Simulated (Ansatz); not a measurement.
The figure comes from a scan of LiH (rock salt): the cell is scaled evenly about its relaxed volume V₀. Method: r2SCAN (plane waves to 500 eV, PAW, scalar-relativistic; Ansatz, a program for electronic structure). k mesh 14×14×14 (Γ-centred), Fermi-Dirac smearing 0.05 eV. The energy includes the smearing's −TS. LiH was relaxed with its symmetry unable to fall. ΔE is measured from the relaxed starting cell.

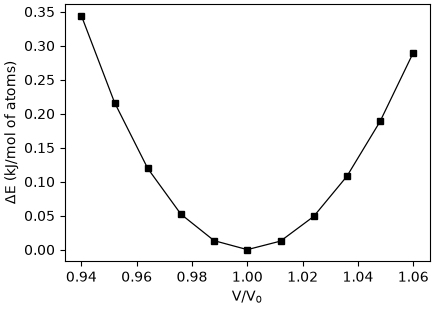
*ΔE (kJ/mol of atoms) against V/V₀; one marker a computed point.*

List the plotted points as numbers.

To the nearest 0.01:

```csv
V/V₀,ΔE (kJ/mol of atoms)
0.940,0.34
0.952,0.22
0.964,0.12
0.976,0.05
0.988,0.01
1.000,0.00
1.012,0.01
1.024,0.05
1.036,0.11
1.048,0.19
1.060,0.29
```

(Under strain, the slope of the energy per volume gives the stress and its curvature an elastic modulus.)
